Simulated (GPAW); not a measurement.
# H-GaAs-Cl chair monolayer: work function by functional and basis

How far do functional and basis move the work function of H-GaAs-Cl chair monolayer? Where a layer proves gapped, the work function hangs on where the smearing puts the Fermi level, and the band edges take its place.

Program: GPAW 26.7.0. Level of theory: GPAW, PAW setups; layer in a repeated cell with vacuum, relaxation of atoms and in-plane cell, in the first sound run; inputs show where later runs differ. Results are calculated unless marked as measured.

## 1. Set-up

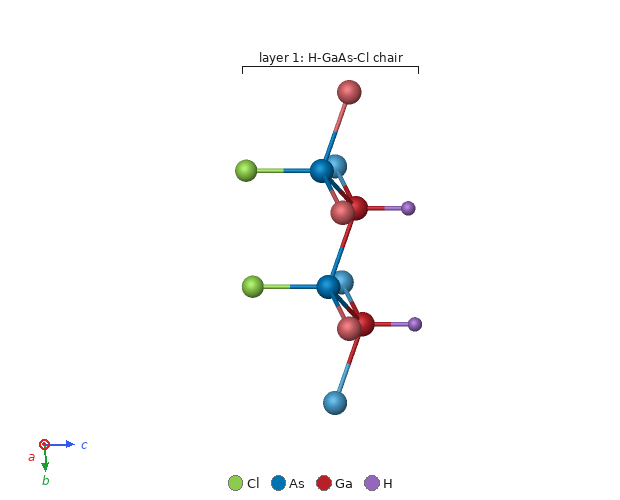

The cell as given, from the side, with the c axis across the page (chlorine green, arsenic blue, gallium red, hydrogen purple). 1×2×1 cells are drawn. Some periodic images of atoms are drawn too.

The cell holds 4 atoms: 1 Cl, 1 As, 1 Ga and 1 H. Cell: a = 3.977 Å, b = 3.977 Å, c = 20.543 Å, α = 90.0°, β = 90.0°, γ = 120.0°. Vacuum lies along c.

Structure file:

```cif
data_structure
_symmetry_space_group_name_H-M 'P 1'
_symmetry_Int_Tables_number 1
_cell_length_a 3.9765
_cell_length_b 3.9765
_cell_length_c 20.5433
_cell_angle_alpha 90.000
_cell_angle_beta 90.000
_cell_angle_gamma 120.000
_cell_volume 281.32
loop_
_atom_site_label
_atom_site_type_symbol
_atom_site_fract_x
_atom_site_fract_y
_atom_site_fract_z
_atom_site_occupancy
Cl1 Cl 0.66667 0.33333 0.38942 1
As2 As 0.66667 0.33333 0.49700 1
Ga3 Ga 0.33333 0.66667 0.53610 1
H4 H 0.33333 0.66667 0.61058 1
```

## 2. Relaxation

Forces are removed first; all later runs use this geometry.

Input file run.py:

```python
import json
import numpy as np
from ase import Atoms
from ase.filters import FrechetCellFilter
from ase.optimize import BFGS
from gpaw import GPAW, PW

slab = Atoms(
    ['Cl', 'As', 'Ga', 'H'],
    positions=[
        [1.98825, 1.14792, 8.00000],
        [1.98825, 1.14792, 10.21000],
        [-0.00000, 2.29583, 11.01333],
        [-0.00000, 2.29583, 12.54333]],
    cell=[[3.9765, 0.0, 0.0], [-1.98825, 3.44375, 0.0], [0.0, 0.0, 20.5433]],
    pbc=[True, True, True])

slab.calc = GPAW(mode=PW(600), xc='PBE', kpts={'size': (9, 9, 1), 'gamma': True},
                 occupations={'name': 'fermi-dirac', 'width': 0.05}, nbands='200%',
                 convergence={'density': 1e-05}, maxiter=200,
                 symmetry={'tolerance': 1e-3}, txt='slab.txt')
result = {}
# The in-plane cell is free; stress needs a cell that repeats along all three vectors
path = []
opt = BFGS(FrechetCellFilter(slab, mask=[1, 1, 0, 0, 0, 1]), maxstep=0.2)
opt.attach(lambda: path.append((slab.get_potential_energy(), slab.positions.tolist(), slab.get_forces().tolist())))
result['relaxed'] = bool(opt.run(fmax=0.02, steps=45))
result['path'] = path
result['cell'] = slab.cell.tolist()
print('in-plane lattice', slab.cell.cellpar().round(4)[[0, 1, 5]])
energy = slab.get_potential_energy()
fermi = slab.calc.get_fermi_level()
v = slab.calc.get_electrostatic_potential().mean((0, 1)) - fermi
n = slab.calc.get_pseudo_density().mean((0, 1))
L = slab.cell[2, 2]
z = np.arange(len(v)) * L / len(v)
low, high = slab.positions[:, 2].min(), slab.positions[:, 2].max()
below, above = np.interp([low - 5.8, high + 5.8], z, v)
slopes = [np.interp(x, z, np.gradient(v, z)) for x in (low - 5.8, high + 5.8)]
eps = np.array([[slab.calc.get_eigenvalues(k, s) for k in range(len(slab.calc.get_ibz_k_points()))]
                for s in range(slab.calc.get_number_of_spins())]) - fermi
top, bottom = eps[eps < 0].max(), eps[eps > 0].min()
dipole = slab.get_dipole_moment()[2]
print(f'energy {energy:.4f} eV, Fermi level {fermi:.4f} eV, dipole {dipole:.5f} e A')
print(f'potential 5.8 A off the faces, from the Fermi level: lower {below:.4f} eV, upper {above:.4f} eV')
print(f'slope of the potential there: lower {slopes[0]:.5f}, upper {slopes[1]:.5f} eV/A')
print(f'nearest levels on the mesh: {top:.4f} and {bottom:.4f} eV')
print('magnetic moment', round(slab.get_magnetic_moment(), 3))
result.update(energy=energy, fermi=fermi, dipole=dipole, below=below, above=above, slopes=slopes, edges=[top, bottom],
              z=z.tolist(), v=v.tolist(), n=n.tolist(), positions=slab.positions.tolist(),
              forces=slab.get_forces(apply_constraint=False).tolist(), moments=slab.get_magnetic_moments().tolist())
json.dump(result, open('result.json', 'w'))
```

Launch:

```
$ OMP_NUM_THREADS=1 OPENBLAS_NUM_THREADS=1 python run.py
```

Log:

```text
Step          Energy          fmax
BFGS:    0      -13.366979        1.110985
BFGS:    1      -13.400311        0.617342
BFGS:    2      -13.429384        0.418540
BFGS:    3      -13.439208        0.358912
BFGS:    4      -13.457065        0.362222
BFGS:    5      -13.468429        0.348293
BFGS:    6      -13.473560        0.207656
BFGS:    7      -13.474987        0.130232
BFGS:    8      -13.476072        0.156896
BFGS:    9      -13.477839        0.184201
BFGS:   10      -13.479527        0.131435
BFGS:   11      -13.480283        0.044580
BFGS:   12      -13.480398        0.008820
in-plane lattice [  4.1263   4.1263 120.    ]
energy -13.4804 eV, Fermi level -3.0120 eV, dipole 0.06359 e A
potential 5.8 A off the faces, from the Fermi level: lower 5.3744 eV, upper 5.2077 eV
slope of the potential there: lower 0.03810, upper 0.03813 eV/A
nearest levels on the mesh: -0.6228 and 0.5823 eV
magnetic moment 0.0
```

The job ended after 7.4 min (1 thread of Arm Neoverse V1, shared host; peak memory 0.41 GiB).

This step gave:

```
dipole along the normal                    : 0.06359 e·Å
levels nearest the Fermi level on the mesh : -0.6228, 0.5823 eV from the Fermi level
```

The electrostatic potential energy of an electron (without an applied field's), less the Fermi level, planar mean by z:

```tsv
z (Å)	electrostatic potential energy of an electron (without an applied field's), less the Fermi level, planar mean (eV)
0	5.29
2	5.37
4	5.44
6	5.50
8	-7.87
10	-9.52
12	2.35
14	5.00
16	5.12
18	5.19
20	5.27
```

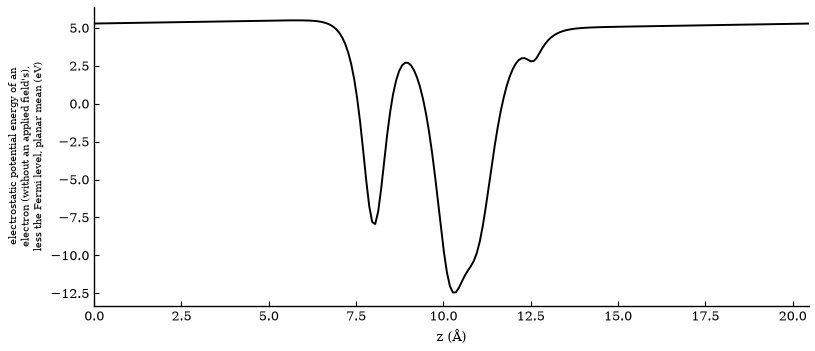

Electrostatic potential energy of an electron (without an applied field's), less the Fermi level, planar mean against z.

The pseudo valence density, planar mean oscillates, so the rows of the table below give means over windows of 1 Å about each position, cut where the curve ends. Its maxima inside the range that stand out by 2 % of the span (Å: e/Å³): 7.7: 0.319, 8.2: 0.321, 9.9: 0.210, 10.6: 0.302, 11.5: 0.143. Its minima: 8.0: 0.307, 9.1: 0.115, 10.1: 0.194, 11.1: 0.102.

Pseudo valence density, planar mean against z; means over each step:

```tsv
z (Å)	pseudo valence density, planar mean (e/Å³)
4	2.5e-6
5	7.9e-5
6	0.00272
7	0.0858
8	0.302
9	0.155
10	0.214
11	0.175
12	0.104
13	0.0445
14	0.00299
15	1.5e-4
16	6.8e-6
```

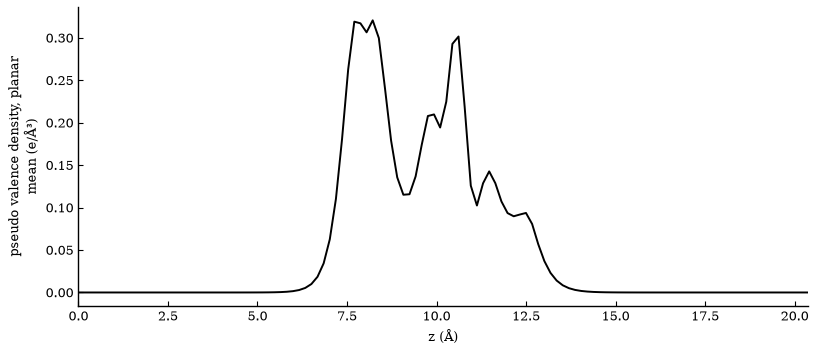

Pseudo valence density, planar mean against z.

The relaxation lowered the energy of the cell by 0.113 eV (energies extrapolated to zero smearing; the optimiser's log prints free energies). The largest force left on a free atom is 0.0088 eV/Å.

## 3. The slab's potential

The work function is the vacuum plateau of the electrostatic potential less the Fermi level; a dipole layer lets the two faces have plateaus of their own.

This step: GPAW, PAW setups; slab in vacuum (GPAW 26.7.0).

run.py, as its differences from that of step 2:

```diff
@@ -3,4 +3,2 @@
 from ase import Atoms
-from ase.filters import FrechetCellFilter
-from ase.optimize import BFGS
 from gpaw import GPAW, PW
@@ -10,22 +8,15 @@
     positions=[
-        [1.98825, 1.14792, 8.00000],
-        [1.98825, 1.14792, 10.21000],
-        [-0.00000, 2.29583, 11.01333],
-        [-0.00000, 2.29583, 12.54333]],
-    cell=[[3.9765, 0.0, 0.0], [-1.98825, 3.44375, 0.0], [0.0, 0.0, 20.5433]],
-    pbc=[True, True, True])
+        [2.06317, 1.19117, 8.00000],
+        [2.06317, 1.19117, 10.19261],
+        [-0.00000, 2.38234, 10.96884],
+        [-0.00000, 2.38234, 12.57093]],
+    cell=[[4.12633, -0.0, 0.0], [-2.06317, 3.57351, 0.0], [0.0, 0.0, 20.5709]],
+    pbc=[True, True, False])
 
-slab.calc = GPAW(mode=PW(600), xc='PBE', kpts={'size': (9, 9, 1), 'gamma': True},
+slab.calc = GPAW(mode=PW(500), xc='PBE', kpts={'size': (9, 9, 1), 'gamma': True},
                  occupations={'name': 'fermi-dirac', 'width': 0.05}, nbands='200%',
                  convergence={'density': 1e-05}, maxiter=200,
+                 poissonsolver={'dipolelayer': 'xy'},
                  symmetry={'tolerance': 1e-3}, txt='slab.txt')
 result = {}
-# The in-plane cell is free; stress needs a cell that repeats along all three vectors
-path = []
-opt = BFGS(FrechetCellFilter(slab, mask=[1, 1, 0, 0, 0, 1]), maxstep=0.2)
-opt.attach(lambda: path.append((slab.get_potential_energy(), slab.positions.tolist(), slab.get_forces().tolist())))
-result['relaxed'] = bool(opt.run(fmax=0.02, steps=45))
-result['path'] = path
-result['cell'] = slab.cell.tolist()
-print('in-plane lattice', slab.cell.cellpar().round(4)[[0, 1, 5]])
 energy = slab.get_potential_energy()
```

Log:

```text
energy -13.4637 eV, Fermi level -3.0081 eV, dipole 0.04854 e A
potential 5.8 A off the faces, from the Fermi level: lower 5.5812 eV, upper 4.9821 eV
slope of the potential there: lower -0.00007, upper -0.00002 eV/A
nearest levels on the mesh: -0.6210 and 0.5805 eV
magnetic moment 0.0
```

It took 34 s on 1 thread; peak memory 0.27 GiB.

Numbers from this step:

| Property | Result |
| --- | --- |
| dipole along the normal | 0.04854 e·Å |
| levels nearest the Fermi level on the mesh | -0.6210, 0.5805 eV from the Fermi level |
| upper work function | 4.982 eV |
| lower work function | 5.581 eV |
| upper ionisation energy | 5.603 eV |

The electrostatic potential energy of an electron (without an applied field's), less the Fermi level, planar mean by z:

```tsv
z (Å)	electrostatic potential energy of an electron (without an applied field's), less the Fermi level, planar mean (eV)
0	5.28
2	5.58
4	5.58
6	5.56
8	-7.99
10	-9.69
12	2.38
14	4.94
16	4.98
18	4.98
20	4.98
```

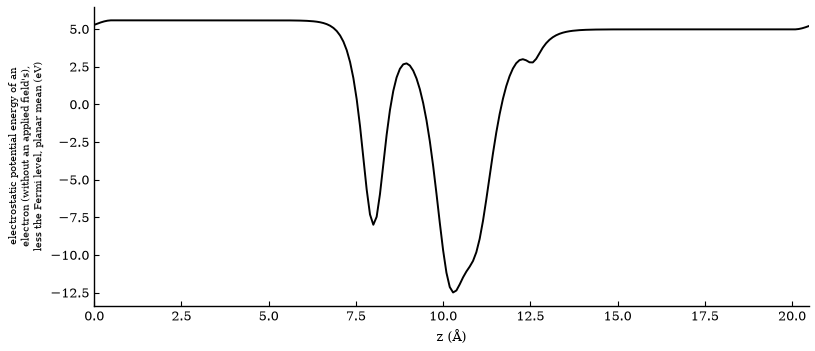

Electrostatic potential energy of an electron (without an applied field's), less the Fermi level, planar mean, plotted against z.

The pseudo valence density, planar mean oscillates, so the rows of the table below give means over windows of 2 Å about each position, cut where the curve ends. Its maxima inside the range that stand out by 2 % of the span (Å: e/Å³): 7.8: 0.323, 8.2: 0.320, 9.9: 0.211, 10.5: 0.304, 11.4: 0.142. Its minima: 8.0: 0.306, 9.1: 0.113, 10.1: 0.194, 11.0: 0.103.

Table of pseudo valence density, planar mean by z; means over each step:

```tsv
z (Å)	pseudo valence density, planar mean (e/Å³)
4	7.3e-6
6	0.00907
8	0.232
10	0.195
12	0.0997
14	0.00681
16	1.7e-5
```

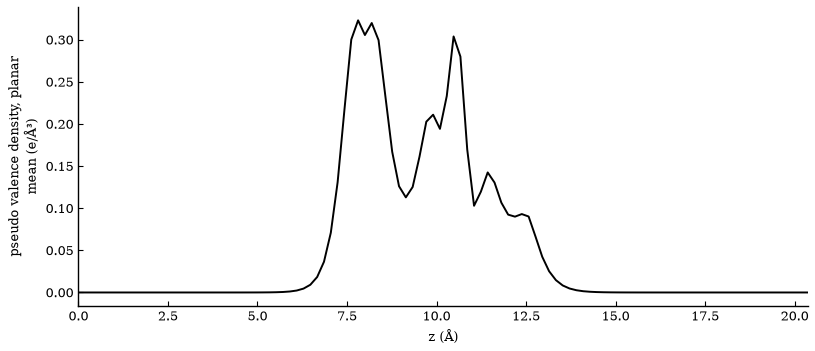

Pseudo valence density, planar mean, plotted against z.

The layer is gapped, so the Fermi level lies somewhere inside the gap, set by smearing and numerics, and these work functions are no property of the material; the band edges below the vacuum level are. The potential is flat to 7.0e-5 eV/Å where it is read, so the vacuum is wide enough.

## 4. Self-consistent run: xc = "revPBE"

The same geometry under revPBE, to see how far the functional moves the levels against the vacuum.

run.py, as its differences from that of step 3:

```diff
@@ -15,3 +15,3 @@
 
-slab.calc = GPAW(mode=PW(500), xc='PBE', kpts={'size': (9, 9, 1), 'gamma': True},
+slab.calc = GPAW(mode=PW(500), xc='revPBE', kpts={'size': (9, 9, 1), 'gamma': True},
                  occupations={'name': 'fermi-dirac', 'width': 0.05}, nbands='200%',
```

Log:

```text
energy -12.7459 eV, Fermi level -2.9084 eV, dipole 0.04595 e A
potential 5.8 A off the faces, from the Fermi level: lower 5.4700 eV, upper 4.9029 eV
slope of the potential there: lower -0.00007, upper -0.00002 eV/A
nearest levels on the mesh: -0.6628 and 0.6222 eV
magnetic moment 0.0
```

The job ended after 34 s (1 thread; peak memory 0.27 GiB).

Numbers from this step:

```
dipole along the normal                    : 0.04595 e·Å
levels nearest the Fermi level on the mesh : -0.6628, 0.6222 eV from the Fermi level
upper work function                        : 4.903 eV
lower work function                        : 5.470 eV
upper ionisation energy                    : 5.566 eV
```

Electrostatic potential energy of an electron (without an applied field's), less the Fermi level, planar mean against z:

```tsv
z (Å)	electrostatic potential energy of an electron (without an applied field's), less the Fermi level, planar mean (eV)
0	5.19
1	5.47
2	5.47
3	5.47
4	5.47
5	5.47
6	5.45
7	4.62
8	-8.09
9	2.52
10	-9.81
11	-9.48
12	2.27
13	4.10
14	4.86
15	4.90
16	4.90
17	4.90
18	4.90
19	4.90
20	4.90
```

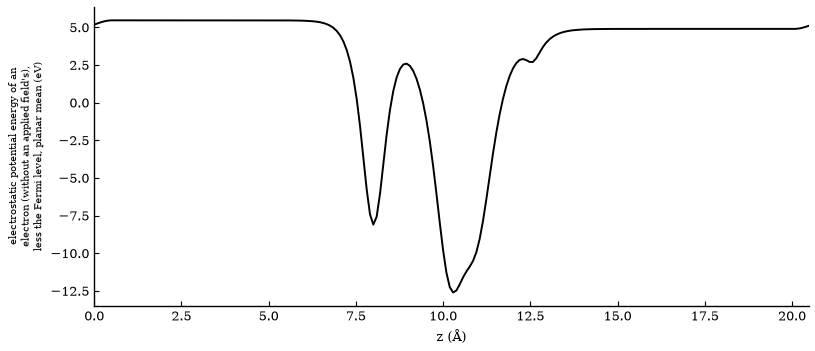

Electrostatic potential energy of an electron (without an applied field's), less the Fermi level, planar mean against z.

The pseudo valence density, planar mean oscillates, so the rows of the table below give means over windows of 1 Å about each position, cut where the curve ends. Its maxima inside the range that stand out by 2 % of the span (Å: e/Å³): 7.8: 0.323, 8.2: 0.320, 9.9: 0.211, 10.5: 0.304, 11.4: 0.142. Its minima: 8.0: 0.306, 9.1: 0.113, 10.1: 0.195, 11.0: 0.103.

Table of pseudo valence density, planar mean by z; means over each step:

```tsv
z (Å)	pseudo valence density, planar mean (e/Å³)
4	2.6e-6
5	8.1e-5
6	0.00285
7	0.0887
8	0.300
9	0.154
10	0.215
11	0.173
12	0.103
13	0.0442
14	0.00295
15	1.5e-4
16	7.4e-6
```

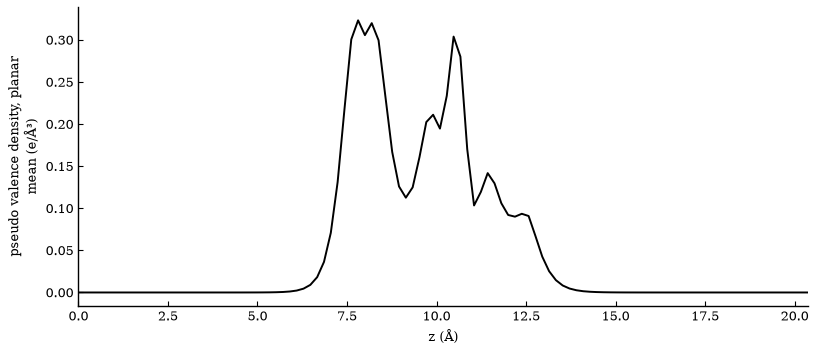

Pseudo valence density, planar mean, plotted against z.

Force by atom:

```tsv
atom	x (eV/Å)	y (eV/Å)	z (eV/Å)	size
Cl1	0.000	0.000	-0.113	0.113
As2	0.000	0.000	0.003	0.003
Ga3	0.000	0.000	0.032	0.032
H4	0.000	0.000	0.076	0.076
```

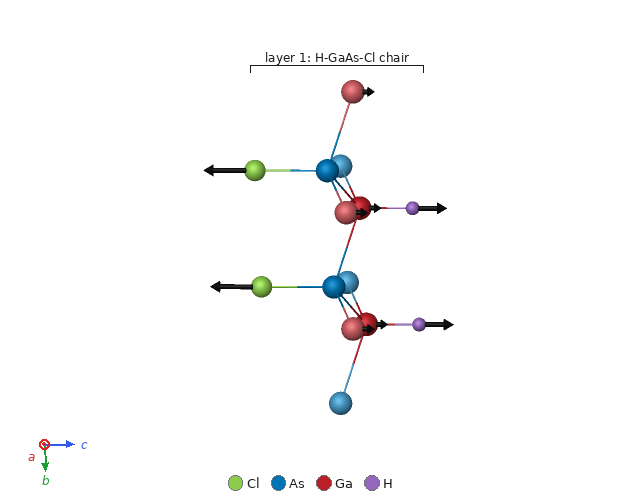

Force as arrows, the longest 0.113 eV/Å. 1×2×1 cells are drawn. Some periodic images of atoms are drawn too.

The highest filled level lies 0.663 eV under the Fermi level, so the ionisation energy from the upper face is 4.903 + 0.663 = 5.566 eV, against 5.603 eV in the base run.

## 5. Self-consistent run: xc = "LDA"

The same geometry under LDA, to see how far the functional moves the levels against the vacuum.

run.py, as its differences from that of step 4:

```diff
@@ -15,3 +15,3 @@
 
-slab.calc = GPAW(mode=PW(500), xc='revPBE', kpts={'size': (9, 9, 1), 'gamma': True},
+slab.calc = GPAW(mode=PW(500), xc='LDA', kpts={'size': (9, 9, 1), 'gamma': True},
                  occupations={'name': 'fermi-dirac', 'width': 0.05}, nbands='200%',
```

Log:

```text
energy -15.0021 eV, Fermi level -3.2566 eV, dipole 0.05779 e A
potential 5.8 A off the faces, from the Fermi level: lower 5.8555 eV, upper 5.1430 eV
slope of the potential there: lower -0.00007, upper -0.00002 eV/A
nearest levels on the mesh: -0.5293 and 0.4888 eV
magnetic moment 0.0
```

Run time: 34 s. Hardware: 1 thread; peak memory 0.25 GiB.

Numbers from this step:

- dipole along the normal: 0.05779 e·Å
- levels nearest the Fermi level on the mesh: -0.5293, 0.4888 eV from the Fermi level
- upper work function: 5.143 eV
- lower work function: 5.856 eV
- upper ionisation energy: 5.672 eV

The highest filled level lies 0.529 eV under the Fermi level, so the ionisation energy from the upper face is 5.143 + 0.529 = 5.672 eV, against 5.603 eV in the base run.

## 6. OptPBE vdW: xc = "optPBE-vdW"

The same geometry under optPBE-vdW, to see how far the functional moves the levels against the vacuum (the van der Waals functionals take revPBE setups).

run.py, as its differences from that of step 5:

```diff
@@ -15,3 +15,3 @@
 
-slab.calc = GPAW(mode=PW(500), xc='LDA', kpts={'size': (9, 9, 1), 'gamma': True},
+slab.calc = GPAW(mode=PW(500), xc='optPBE-vdW', kpts={'size': (9, 9, 1), 'gamma': True},
                  occupations={'name': 'fermi-dirac', 'width': 0.05}, nbands='200%',
```

Log:

```text
energy -42.1361 eV, Fermi level -3.1806 eV, dipole 0.04527 e A
potential 5.8 A off the faces, from the Fermi level: lower 5.7801 eV, upper 5.2212 eV
slope of the potential there: lower -0.00007, upper -0.00002 eV/A
nearest levels on the mesh: -0.6205 and 0.5799 eV
magnetic moment 0.0
```

Run time: 58 s. Hardware: 1 thread; peak memory 0.58 GiB.

This step gave:

* dipole along the normal: 0.04527 e·Å
* levels nearest the Fermi level on the mesh: -0.6205, 0.5799 eV from the Fermi level
* upper work function: 5.221 eV
* lower work function: 5.780 eV
* upper ionisation energy: 5.842 eV

The electrostatic potential energy of an electron (without an applied field's), less the Fermi level, planar mean by z:

```tsv
z (Å)	electrostatic potential energy of an electron (without an applied field's), less the Fermi level, planar mean (eV)
0	5.50
2	5.78
4	5.78
6	5.75
8	-7.87
10	-9.66
12	2.43
14	5.17
16	5.22
18	5.22
20	5.22
```

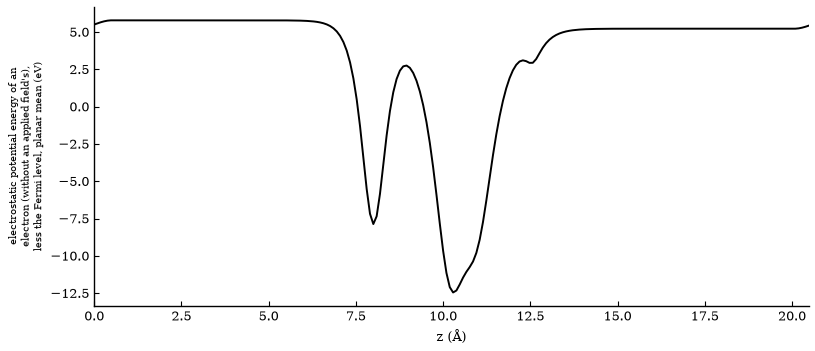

Electrostatic potential energy of an electron (without an applied field's), less the Fermi level, planar mean against z.

The highest filled level lies 0.621 eV under the Fermi level, so the ionisation energy from the upper face is 5.221 + 0.621 = 5.842 eV, against 5.603 eV in the base run.

[end of part 1 of 2]

[Logs are printed without paths, hosts, clocks, repeated set-up lines and the standing remarks that a program may print on its own settings, such as how far it seeks lower states.]

[Hosts, paths, dates, database ids (printed as entryN), source tags and the programs' standing remarks are cut or masked in the printed files.]
